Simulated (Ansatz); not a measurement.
```xyz
6

Al   -0.3295    0.0346   -0.1449
F    -0.2130   -0.5012    1.4223
Ge    1.4643    1.8217   -1.0803
H    -1.4846   -0.5039   -1.0718
H    -0.0817    1.7771   -0.2408
H     1.2530    0.0821   -0.9196
```

Geometry: B3LYP/6-31G*.

Method: isolated molecule in a Gaussian basis; Kohn-Sham density functional theory, functional PBE0 in Ansatz.

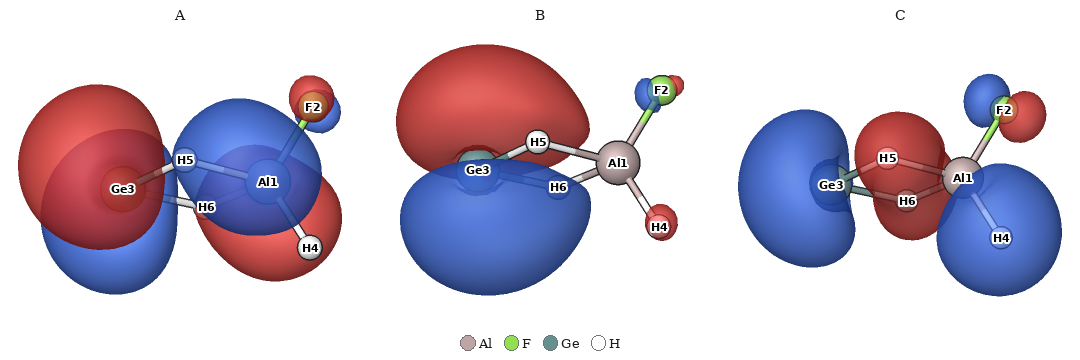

AlFGeH3 (doublet). Three frontier orbitals at ±0.08 Å⁻³ᐟ² (red and blue are the two phases), in no order.

> Order the three orbitals by energy and name them. All are α orbitals.

C is the HOMO−1 (α) (−8.74 eV). It lies mainly on Ge3 (about 40 %), H4 (about 25 %), Al1 (about 20 %), H5 (about 5 %) and H6 (about 5 %). B is the HOMO (α) (−5.89 eV). By Hirshfeld shares it lies mainly on Ge3 (about 85 %). A is the LUMO (α) (−1.91 eV). By Hirshfeld shares it lies mainly on Ge3 (about 60 %), Al1 (about 25 %), H6 (about 5 %) and H5 (about 5 %).

> What is the gap between the highest occupied and lowest empty α orbitals?

3.98 eV between the orbital energies.
